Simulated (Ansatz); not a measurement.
# B3LYP/def2-TZVPP run of CCl2 (SMILES Cl[C]Cl)

What is the electronic atomisation energy of CCl2 at B3LYP/def2-TZVPP? 

Program for the calculation: Ansatz 0.2.0.

28 further runs of the same task are left out: 28 set aside as unsound or not needed. Runs told in other sessions of the task aren't counted.

### 1 The molecule

CCl2 has 3 atoms, charge 0, and is taken as a singlet. As SMILES, `Cl[C]Cl`. Geometry: relaxed at PBE0-D4/def2-TZVP.

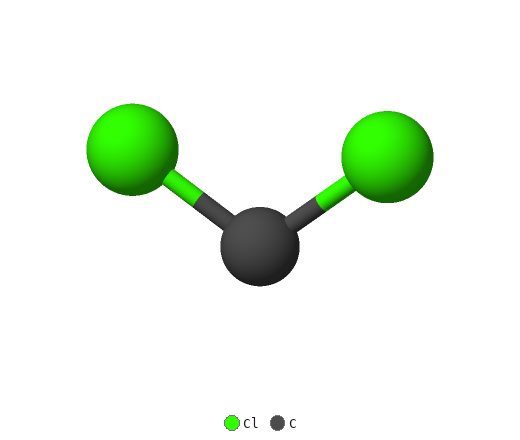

The structure, seen from a chosen angle (chlorine green, carbon dark grey).

### 2 The energy at B3LYP/def2-TZVPP

Input file run.yaml:

```yaml
crystal:
  periodic: [false, false, false]
  atoms:
    - {symbol: Cl, position_ang: [1.236700, -0.329300, 0.644300]}
    - {symbol: C, position_ang: [-0.231600, -0.585100, -0.189800]}
    - {symbol: Cl, position_ang: [-1.005100, 0.914500, -0.454500]}
basis:
  gaussian: {orbitals: def2-TZVPP}
hamiltonian: {xc: {name: B3LYP}}
accuracy: high
output: {orbitals: {seedname: orbitals}}
```

On the command line:

```sh
$ ansatz run run.yaml --threads 1 --pin off --max-ram 2610MiB --events-out events.jsonl --progress --plain --runs-dir runs
```

The program printed:

```text
Warning: RAYON_NUM_THREADS=1 ignored (pool sized by the plan → 1); use --threads N
Functional definition: B3LYP
  name "B3LYP"
  parameter a0 = 0.2
  parameter ax = 0.72
  parameter ac = 0.81
  exchange = (1 - a0 - ax)*slater_x + ax*b88_x + a0*exact_x
  correlation = (1 - ac)*vwn_rpa_c + ac*lyp_c
1736 factors; integrals over basis functions are off by at most 3.1e-9 eV
mean field evaluation 1: about -26080.1894 eV, gradient 1.9e1 eV
mean field evaluation 2: about -26078.5962 eV, gradient 3.1e1 eV
mean field evaluation 4: about -26081.0911 eV, gradient 6.0e-1 eV
mean field evaluation 8: about -26081.1987 eV, gradient 1.4e-1 eV
mean field evaluation 16: about -26081.1987 eV, gradient 1.3e-5 eV
mean field -26081.19871666 eV, -958.4663743659 hartree, gradient 1.2e-8 eV, S^2 0.000000; 0 other end points of the search recorded, 0 dependent functions left out
reference -26081.19874597 eV, -958.4663754429 hartree; 20, 20 occupied and 95, 95 virtual orbitals, 1736 factors
Total energy: -26081.19874597 eV, -958.4663754429 hartree
```

Run time: 6.9 s. Hardware: 1 thread of Arm Neoverse V1, shared host; peak memory 0.3 GiB.

### 3 The C atom at the same level

Input file input.yaml:

```yaml
crystal:
  periodic: [false, false, false]
  atoms:
    - {symbol: C, position_ang: [0.000000, 0.000000, 0.000000]}
basis:
  gaussian:
    orbitals: def2-TZVPP
hamiltonian:
  xc: {name: B3LYP}
accuracy: high
magnetization:
  spin_polarized: true
  initial_magnetization: 2
```

Run the same way, it converges to -37.85948 Eh (log not shown).

### 4 The Cl atom, same level

Input file in.yaml:

```yaml
crystal:
  periodic: [false, false, false]
  atoms:
    - {symbol: Cl, position_ang: [0.000000, 0.000000, 0.000000]}
basis:
  gaussian: {orbitals: def2-TZVPP}
magnetization: {spin_polarized: true, initial_magnetization: 1}
hamiltonian: {xc: {name: B3LYP}}
accuracy: high
```

Run the same way, it converges to -460.16701 Eh (log not shown).

### 5 What came out

Level: B3LYP/def2-TZVPP.

```
                     quantity          value
       molecule: total energy  -958.46638 Eh
        molecule: HOMO energy       -7.27 eV
        molecule: LUMO energy       -3.53 eV
      molecule: HOMO–LUMO gap        3.74 eV
         C atom: total energy   -37.85948 Eh
                 C atom: ⟨S²⟩          2.004
        Cl atom: total energy  -460.16701 Eh
                Cl atom: ⟨S²⟩          0.753
electronic atomisation energy       7.425 eV
```

In words: Taking the molecule apart into free atoms costs 7.43 eV (171 kcal/mol), before zero-point energy and without spin-orbit coupling.
